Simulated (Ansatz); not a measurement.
# Cl₃H₂InS: single points with varied inputs

Aim: run Cl₃H₂InS under a spread of inputs, and see what each costs and gives.

Method: the settings change from run to run; program: Ansatz 0.2.0, Gaussian basis.

**1. The geometry**

The geometry comes from an earlier relaxation with PBE0-D4 in a triple-zeta def2 set; it is a stationary point, not always the lowest conformer. In takes a core potential in def2 sets; no spin-orbit term is included.

SMILES `[SH2+][In-]([Cl])([Cl])[Cl]`, 7 atoms, charge 0, spin multiplicity 1.

Atoms are counted from 1 here; the program's logs count them from 0.

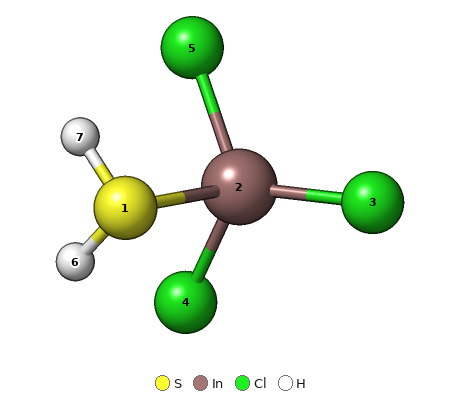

The structure; sulfur yellow, indium brown, chlorine green, hydrogen white; atoms are numbered from 1 in the order of the file.

**2. B2GP-PLYP/def2-TZVPP**

Set apart from the defaults: charge +1, multiplicity 2, a point charge of 0.50 e beside it.

in.yaml

```yaml
crystal:
  periodic: [false, false, false]
  atoms:
    - {symbol: S, position_ang: [-0.773249, 0.742595, 1.311780]}
    - {symbol: In, position_ang: [0.776396, -0.604595, -0.489145]}
    - {symbol: Cl, position_ang: [2.462240, -1.439093, 0.854881]}
    - {symbol: Cl, position_ang: [-0.905600, -2.045076, -1.199522]}
    - {symbol: Cl, position_ang: [1.224599, 1.247354, -1.823165]}
    - {symbol: H, position_ang: [-1.895758, 0.210801, 0.792797]}
    - {symbol: H, position_ang: [-0.827428, 1.820214, 0.506774]}
basis:
  gaussian: {orbitals: def2-TZVPP, point_charges: [{charge: 0.50, position_ang: [7.100, -0.557, -0.742]}]}
total_charge: 1
magnetization: {spin_polarized: true, initial_magnetization: 1}
hamiltonian: {xc: {name: B2GP-PLYP}}
output: {forces: true}
```

Run with:

```console
ansatz run in.yaml --threads 4 --pin off --events-out ev --progress --plain --max-ram 10444MiB
```

What it wrote, shortened:

```text
Functional definition: B2GP-PLYP
  name "B2GP-PLYP"
  cite "Karton, Tarnopolsky, Lamère, Schatz & Martin, J. Phys. Chem. A 112, 12868 (2008) doi:10.1021/jp801805p"
  cite "Becke, Phys. Rev. A 38, 3098 (1988) doi:10.1103/PhysRevA.38.3098"
  cite "Lee, Yang & Parr, Phys. Rev. B 37, 785 (1988) doi:10.1103/PhysRevB.37.785"
[...]
1609 factors; integrals over basis functions are off by at most 7.5e-4 eV
[...]
mean field -53566.44371565 eV, -1968.5304979106 hartree, gradient 2.5e-7 eV, S^2 0.757463; 6 other end points of the search recorded, 0 dependent functions left out
24 core orbitals not correlated: weight in the atoms' cores, before any rotation towards them, 1.000 or more for the frozen orbitals, at most 0.000 for the correlated occupied ones
reference -53566.44386156 eV, -1968.5305032726 hartree; 21, 20 occupied and 201, 202 virtual orbitals, 1609 factors
second order -31.21961715 eV of doubles, -0.00000000 eV of singles
[...]
Total energy: -53577.68292373 eV, -1968.9435311894 hartree
Atom 0 at    -0.773249     0.742595     1.311780 Å, force     0.011894    -0.249476    -0.424502 eV/Å
Atom 1 at     0.776396    -0.604595    -0.489145 Å, force     1.818908     2.122067     1.242138 eV/Å
Atom 2 at     2.462240    -1.439093     0.854881 Å, force    -0.364091    -0.140488    -0.307584 eV/Å
Atom 3 at    -0.905600    -2.045076    -1.199522 Å, force    -1.327119    -1.344081    -0.791238 eV/Å
Atom 4 at     1.224599     1.247354    -1.823165 Å, force    -0.220291    -0.517719    -0.028726 eV/Å
Atom 5 at    -1.895758     0.210801     0.792797 Å, force    -0.008291     0.187077     0.211493 eV/Å
Atom 6 at    -0.827428     1.820214     0.506774 Å, force    -0.010367    -0.060637     0.099890 eV/Å
Dipole moment:    -1.506777    -0.214453     0.031286 e Å
```

Wall time 6.6 min (4 threads of Intel Xeon at 2.50GHz, shared host); peak memory 1.3 GiB.

Largest force 3.059 eV/Å, ⟨S²⟩ 0.757.

**3. CAM-B3LYP/def2-SVPD**

Edit in.yaml of step 2 so:

```diff
@@ -11,6 +11,4 @@
 basis:
-  gaussian: {orbitals: def2-TZVPP, point_charges: [{charge: 0.50, position_ang: [7.100, -0.557, -0.742]}]}
-total_charge: 1
-magnetization: {spin_polarized: true, initial_magnetization: 1}
-hamiltonian: {xc: {name: B2GP-PLYP}}
+  gaussian: {orbitals: def2-SVPD}
+hamiltonian: {xc: {name: CAM-B3LYP}}
 output: {forces: true}
```

Same command.

What it wrote, shortened:

```text
Functional definition: CAM-B3LYP
  name "CAM-B3LYP"
  cite "Yanai, Tew & Handy, Chem. Phys. Lett. 393, 51 (2004) doi:10.1016/j.cplett.2004.06.011"
  cite "Iikura, Tsuneda, Yanai & Hirao, J. Chem. Phys. 115, 3540 (2001) doi:10.1063/1.1383587"
  cite "Becke, Phys. Rev. A 38, 3098 (1988) doi:10.1103/PhysRevA.38.3098"
  cite "Lee, Yang & Parr, Phys. Rev. B 37, 785 (1988) doi:10.1103/PhysRevB.37.785"
  cite "Vosko, Wilk & Nusair, Can. J. Phys. 58, 1200 (1980) doi:10.1139/p80-159"
[...]
  # Exact exchange under (alpha + beta erf(omega r))/r, Becke's under what is left of 1/r.
[...]
1568 factors; integrals over basis functions are off by at most 7.4e-4 eV
569 factors; integrals over basis functions are off by at most 2.9e-5 eV
[...]
mean field -53600.54374217 eV, -1969.7836507711 hartree, gradient 2.3e-5 eV, S^2 0.000000; 0 other end points of the search recorded, 0 dependent functions left out
[...]
reference -53600.54388535 eV, -1969.7836560331 hartree; 45, 45 occupied and 111, 111 virtual orbitals, 1568 factors
Total energy: -53600.54388535 eV, -1969.7836560331 hartree
Atom 0 at    -0.773249     0.742595     1.311780 Å, force     0.078518    -0.024769     0.158985 eV/Å
Atom 1 at     0.776396    -0.604595    -0.489145 Å, force    -0.045324     0.043966     0.076223 eV/Å
Atom 2 at     2.462240    -1.439093     0.854881 Å, force     0.398959    -0.199223     0.309038 eV/Å
Atom 3 at    -0.905600    -2.045076    -1.199522 Å, force    -0.361913    -0.315599    -0.158536 eV/Å
Atom 4 at     1.224599     1.247354    -1.823165 Å, force     0.100556     0.398024    -0.293877 eV/Å
Atom 5 at    -1.895758     0.210801     0.792797 Å, force    -0.168439    -0.076867    -0.023818 eV/Å
Atom 6 at    -0.827428     1.820214     0.506774 Å, force    -0.002358     0.174468    -0.068014 eV/Å
Dipole moment:    -0.641611     0.507423     0.463939 e Å
```

Run time: 19 s. Hardware: 4 threads of Intel Xeon at 2.50GHz, shared host; peak memory 0.64 GiB.

Largest force 0.543 eV/Å, dipole 4.52 D.

**4. SPW92/ANO-RCC-VTZP**

This run has a grid of angular degree 23, the search for lower states set to full.

Edit in.yaml of step 3 so:

```diff
@@ -11,4 +11,5 @@
 basis:
-  gaussian: {orbitals: def2-SVPD}
-hamiltonian: {xc: {name: CAM-B3LYP}}
+  gaussian: {orbitals: ANO-RCC-VTZP, final_grid: {core_spheres: 8, valence_spheres: 7, degree: 23}}
+hamiltonian: {xc: {name: SPW92}}
+scf: {lower_state_search: full}
 output: {forces: true}
```

Same command.

What it wrote, shortened:

```text
Functional definition: SPW92
  name "SPW92"
  cite "Dirac, Proc. Camb. Phil. Soc. 26, 376 (1930) doi:10.1017/S0305004100016108"
  cite "Slater, Phys. Rev. 81, 385 (1951) doi:10.1103/PhysRev.81.385"
  cite "Perdew & Wang, Phys. Rev. B 45, 13244 (1992) doi:10.1103/PhysRevB.45.13244"
[...]
2055 factors; their error is unknown
[...]
mean field -208296.36228063 eV, -7654.7501254679 hartree, gradient 3.8e-5 eV, S^2 0.000000; 0 other end points of the search recorded, 0 dependent functions left out
[...]
reference -208296.36235200 eV, -7654.7501280907 hartree; 59, 59 occupied and 173, 173 virtual orbitals, 2055 factors
Total energy: -208296.36235200 eV, -7654.7501280907 hartree
Relativity: scalar
Atom 0 at    -0.773249     0.742595     1.311780 Å, force     0.465198    -0.248293     0.346886 eV/Å
Atom 1 at     0.776396    -0.604595    -0.489145 Å, force    -0.072479     0.058702     0.059238 eV/Å
Atom 2 at     2.462240    -1.439093     0.854881 Å, force    -0.148219     0.075209    -0.106903 eV/Å
Atom 3 at    -0.905600    -2.045076    -1.199522 Å, force     0.118857     0.133966     0.074215 eV/Å
Atom 4 at     1.224599     1.247354    -1.823165 Å, force    -0.056078    -0.136091     0.125227 eV/Å
Atom 5 at    -1.895758     0.210801     0.792797 Å, force    -0.286999    -0.143934    -0.212991 eV/Å
Atom 6 at    -0.827428     1.820214     0.506774 Å, force    -0.020280     0.260442    -0.285671 eV/Å
Dipole moment:    -0.638113     0.507212     0.475639 e Å
```

Run time: 21 s. Hardware: 4 threads of Intel Xeon at 2.50GHz, shared host; peak memory 0.63 GiB.

Largest force 0.631 eV/Å, dipole 4.53 D.

**5. MP2/def2-SVPD**

Options: correlated electrons set to all, the search for lower states set to light.

Edit in.yaml of step 4 so:

```diff
@@ -11,5 +11,5 @@
 basis:
-  gaussian: {orbitals: ANO-RCC-VTZP, final_grid: {core_spheres: 8, valence_spheres: 7, degree: 23}}
-hamiltonian: {xc: {name: SPW92}}
-scf: {lower_state_search: full}
-output: {forces: true}
+  gaussian: {orbitals: def2-SVPD}
+hamiltonian: {xc: {name: HF}}
+correlation: {method: mp2, electrons: all}
+scf: {lower_state_search: light}
```

The command is unchanged.

What it wrote:

```text
Functional definition: HF
  name "HF"
  cite "Fock, Z. Phys. 61, 126 (1930) doi:10.1007/BF01340294"
  parent pbe
  exchange = exact_x
  correlation = 0
1568 factors; integrals over basis functions are off by at most 7.4e-4 eV
mean field evaluation 1: about -53496.6605 eV, gradient 2.5e1 eV
mean field evaluation 2: about -53496.7680 eV, gradient 2.5e1 eV
mean field evaluation 4: about -53498.9417 eV, gradient 2.2e0 eV
mean field evaluation 8: about -53498.9775 eV, gradient 1.6e-1 eV
mean field -53498.97770810 eV, -1966.0511678633 hartree, gradient 2.2e-6 eV, S^2 0.000000; 0 other end points of the search recorded, 0 dependent functions left out
reference -53498.97770810 eV, -1966.0511678633 hartree; 45, 45 occupied and 111, 111 virtual orbitals, 1568 factors
second order -20.03420644 eV of doubles, -0.00000000 eV of singles
Total energy: -53519.01191454 eV, -1966.7874113703 hartree
```

It took 9.6 s on 4 threads of Intel Xeon at 2.50GHz, shared host.

**6. LC-wPBE/def2-mTZVP**

Set apart from the defaults: unrestricted orbitals, relativity set to scalar.

Edit in.yaml of step 5 so:

```diff
@@ -11,5 +11,4 @@
 basis:
-  gaussian: {orbitals: def2-SVPD}
-hamiltonian: {xc: {name: HF}}
-correlation: {method: mp2, electrons: all}
-scf: {lower_state_search: light}
+  gaussian: {orbitals: def2-mTZVP}
+magnetization: {spin_polarized: true, initial_magnetization: 0}
+hamiltonian: {xc: {name: LC-wPBE}, pseudopotentials: {relativity: scalar}}
```

The command is unchanged.

What it wrote, shortened:

```text
Functional definition: LC-wPBE
  name "LC-wPBE"
  cite "Vydrov & Scuseria, J. Chem. Phys. 125, 234109 (2006) doi:10.1063/1.2409292"
  cite "Heyd & Scuseria, J. Chem. Phys. 120, 7274 (2004) doi:10.1063/1.1668634"
  cite "Ernzerhof & Perdew, J. Chem. Phys. 109, 3313 (1998) doi:10.1063/1.476928"
  cite "Perdew, Burke & Ernzerhof, Phys. Rev. Lett. 77, 3865 (1996) doi:10.1103/PhysRevLett.77.3865"
  parent pbe
[...]
1365 factors; their error is unknown
434 factors; integrals over basis functions are off by at most 1.2e-5 eV
[...]
mean field -53731.10995482 eV, -1974.5818705851 hartree, gradient 2.3e-5 eV, S^2 0.000000; 0 other end points of the search recorded, 0 dependent functions left out
reference -53731.10995482 eV, -1974.5818705854 hartree; 45, 45 occupied and 85, 85 virtual orbitals, 1365 factors
Total energy: -53731.10995482 eV, -1974.5818705854 hartree
Relativity: scalar
```

It took 8.1 s on 4 threads of Intel Xeon at 2.50GHz, shared host.

⟨S²⟩ 0.000.

**7. B3LYP/def2-mTZVPP**

Set apart from the defaults: D3(BJ) with three-body dispersion, the search for lower states set to off.

Edit in.yaml of step 6 so:

```diff
@@ -11,4 +11,4 @@
 basis:
-  gaussian: {orbitals: def2-mTZVP}
-magnetization: {spin_polarized: true, initial_magnetization: 0}
-hamiltonian: {xc: {name: LC-wPBE}, pseudopotentials: {relativity: scalar}}
+  gaussian: {orbitals: def2-mTZVPP}
+hamiltonian: {xc: {name: B3LYP}, dispersion: d3bjatm}
+scf: {lower_state_search: off}
```

Same command.

What it wrote, shortened:

```text
Functional definition: B3LYP
  name "B3LYP"
  cite "Stephens, Devlin, Chabalowski & Frisch, J. Phys. Chem. 98, 11623 (1994) doi:10.1021/j100096a001"
  cite "Becke, Phys. Rev. A 38, 3098 (1988) doi:10.1103/PhysRevA.38.3098"
  cite "Lee, Yang & Parr, Phys. Rev. B 37, 785 (1988) doi:10.1103/PhysRevB.37.785"
  cite "Vosko, Wilk & Nusair, Can. J. Phys. 58, 1200 (1980) doi:10.1139/p80-159"
[...]
1497 factors; integrals over basis functions are off by at most 7.1e-4 eV
[...]
mean field -53619.05796859 eV, -1970.4640360430 hartree, gradient 5.8e-6 eV, S^2 0.000000; 0 other end points of the search recorded, 0 dependent functions left out
reference -53619.05827359 eV, -1970.4640472513 hartree; 45, 45 occupied and 109, 109 virtual orbitals, 1497 factors
Total energy: -53619.55341306 eV, -1970.4822432913 hartree
Checks for a lower state left out: stability, starts, cluster_reference, orbital_swaps, neighbouring_geometries, increment
```

Wall time 6 s (4 threads of Intel Xeon at 2.50GHz, shared host).

**8. PBE/x2c-TZVPPall**

This run has charge -1, multiplicity 2, D4 dispersion, the search for lower states set to off.

Edit in.yaml of step 7 so:

```diff
@@ -11,4 +11,7 @@
 basis:
-  gaussian: {orbitals: def2-mTZVPP}
-hamiltonian: {xc: {name: B3LYP}, dispersion: d3bjatm}
+  gaussian: {orbitals: x2c-TZVPPall}
+total_charge: -1
+magnetization: {spin_polarized: true, initial_magnetization: 1}
+hamiltonian: {xc: {name: PBE}, dispersion: d4}
 scf: {lower_state_search: off}
+output: {forces: true}
```

The command is unchanged.

What it wrote, shortened:

```text
Functional definition: PBE
  name "PBE"
  cite "Perdew, Burke & Ernzerhof, Phys. Rev. Lett. 77, 3865 (1996) doi:10.1103/PhysRevLett.77.3865"
  parent pbe
[...]
1854 factors; their error is unknown
[...]
mean field -208588.83287388 eV, -7665.4982215261 hartree, gradient 1.5e-6 eV, S^2 0.750738; 0 other end points of the search recorded, 0 dependent functions left out
[...]
reference -208588.83291872 eV, -7665.4982231740 hartree; 60, 59 occupied and 196, 197 virtual orbitals, 1854 factors
Total energy: -208589.11652888 eV, -7665.5086456551 hartree
Relativity: scalar
Atom 0 at    -0.773249     0.742595     1.311780 Å, force    -0.515012     0.553552     1.085333 eV/Å
Atom 1 at     0.776396    -0.604595    -0.489145 Å, force     0.160277    -0.121947    -0.130177 eV/Å
Atom 2 at     2.462240    -1.439093     0.854881 Å, force     2.052275    -1.016128     1.660820 eV/Å
Atom 3 at    -0.905600    -2.045076    -1.199522 Å, force    -2.004459    -1.639776    -0.783606 eV/Å
Atom 4 at     1.224599     1.247354    -1.823165 Å, force     0.474228     2.202334    -1.518963 eV/Å
Atom 5 at    -1.895758     0.210801     0.792797 Å, force    -0.162023    -0.070338    -0.141594 eV/Å
Atom 6 at    -0.827428     1.820214     0.506774 Å, force    -0.005285     0.092303    -0.171812 eV/Å
Dipole moment:    -0.584758     0.468540     0.457017 e Å
Checks for a lower state left out: stability, starts, cluster_reference, orbital_swaps, neighbouring_geometries, increment
```

Wall time 17 s (4 threads of Intel Xeon at 2.50GHz, shared host).

Largest force 2.829 eV/Å, ⟨S²⟩ 0.751.

**9. wB97M-V/def2-TZVP**

This run has charge -1, multiplicity 2.

Edit in.yaml of step 8 so:

```diff
@@ -11,7 +11,6 @@
 basis:
-  gaussian: {orbitals: x2c-TZVPPall}
+  gaussian: {orbitals: def2-TZVP}
 total_charge: -1
 magnetization: {spin_polarized: true, initial_magnetization: 1}
-hamiltonian: {xc: {name: PBE}, dispersion: d4}
-scf: {lower_state_search: off}
+hamiltonian: {xc: {name: wB97M-V}}
 output: {forces: true}
```

The command is unchanged.

What it wrote, shortened:

```text
Functional definition: wB97M-V
  name "wB97M-V"
  cite "Mardirossian & Head-Gordon, J. Chem. Phys. 144, 214110 (2016) doi:10.1063/1.4952647"
  cite "Becke, J. Chem. Phys. 107, 8554 (1997) doi:10.1063/1.475007"
  cite "Vydrov & Van Voorhis, J. Chem. Phys. 133, 244103 (2010) doi:10.1063/1.3521275"
  # Of w^i u^j: cxij and so on, Table III.
[...]
  gx(w, u) = 1 - cx + cx01*u + cx10*w
  gss(w, u) = css00 + css04*u^4 + css10*w + css20*w^2 + css43*w^4*u^3
  gos(w, u) = cos00 + cos10*w + (cos20 + cos21*u)*w^2 + (cos60 + cos61*u)*w^6
[...]
      + integral(e_c_pw_mod_opposite_spin*gos(b97_w_opposite, b97_u_opposite)) + vv10(b, c)
1565 factors; their error is unknown
293 factors; integrals over basis functions are off by at most 1.6e-5 eV
[...]
mean field -53612.56688821 eV, -1970.2254932388 hartree, gradient 7.0e-5 eV, S^2 0.752560; 4 other end points of the search recorded, 0 dependent functions left out
[...]
reference -53612.56695826 eV, -1970.2254958131 hartree; 46, 45 occupied and 164, 165 virtual orbitals, 1565 factors
Total energy: -53612.56695826 eV, -1970.2254958131 hartree
Atom 0 at    -0.773249     0.742595     1.311780 Å, force    -0.954664     0.774975     0.804644 eV/Å
Atom 1 at     0.776396    -0.604595    -0.489145 Å, force     0.227645    -0.188113    -0.213402 eV/Å
Atom 2 at     2.462240    -1.439093     0.854881 Å, force     2.004939    -0.988859     1.617114 eV/Å
Atom 3 at    -0.905600    -2.045076    -1.199522 Å, force    -1.973472    -1.615702    -0.771243 eV/Å
Atom 4 at     1.224599     1.247354    -1.823165 Å, force     0.470030     2.159511    -1.485433 eV/Å
Atom 5 at    -1.895758     0.210801     0.792797 Å, force     0.178236     0.028983     0.006901 eV/Å
Atom 6 at    -0.827428     1.820214     0.506774 Å, force     0.047287    -0.170796     0.041419 eV/Å
Dipole moment:    -0.639493     0.511844     0.496406 e Å
```

Run time: 72 s. Hardware: 4 threads of Intel Xeon at 2.50GHz, shared host; peak memory 1.4 GiB.

Largest force 2.759 eV/Å, ⟨S²⟩ 0.753.

**10. The runs in one table**

```csv
level,charge,multiplicity,geometry,functions,energy (eV),time
B2GP-PLYP/def2-TZVPP,1,2,"relaxed, point charge",246,-53577.683,6.6 min
CAM-B3LYP/def2-SVPD,0,1,relaxed,156,-53600.544,19 s
SPW92/ANO-RCC-VTZP,0,1,relaxed,232,-208296.362,21 s
MP2/def2-SVPD,0,1,relaxed,156,-53519.012,9.6 s
LC-wPBE/def2-mTZVP,0,1,relaxed,130,-53731.110,8.1 s
B3LYP/def2-mTZVPP,0,1,relaxed,154,-53619.553,6 s
PBE/x2c-TZVPPall,-1,2,relaxed,256,-208589.117,17 s
wB97M-V/def2-TZVP,-1,2,relaxed,210,-53612.567,72 s
```

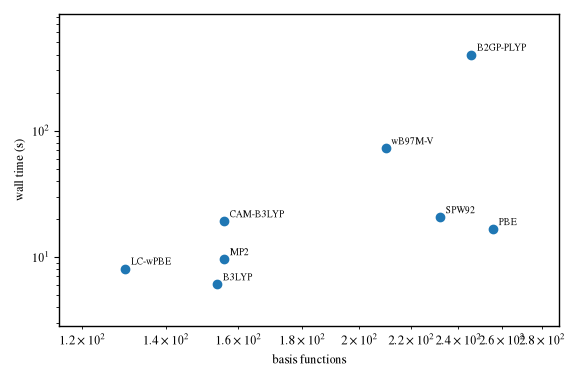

Wall time against the number of basis functions (shared host).

**11. What came out**

```
                                         quantity                          value
                                             runs                              8
                                         quickest         B3LYP/def2-mTZVPP, 6 s
                                          slowest  B2GP-PLYP/def2-TZVPP, 6.6 min
spread of total energies, same state and geometry                    154777.4 eV
                  dipole, same state and geometry                 4.52 to 4.53 D
```

In words: B2GP-PLYP/def2-TZVPP took 66 times as long as B3LYP/def2-mTZVPP. The jobs differ in tasks and options as well as level. Total energies at one charge and spin differ by 154777 eV between levels, so only differences within one level mean anything. Some of these runs are scalar-relativistic and others not, which shifts the totals of all-electron atoms past neon by eV; core potentials, where a basis has them, take the core out of the total altogether. At the PBE0-D4/def2-TZVP geometry and in the same state, runs without warnings or point charges leave forces up to 0.63 eV/Å (SPW92/ANO-RCC-VTZP).
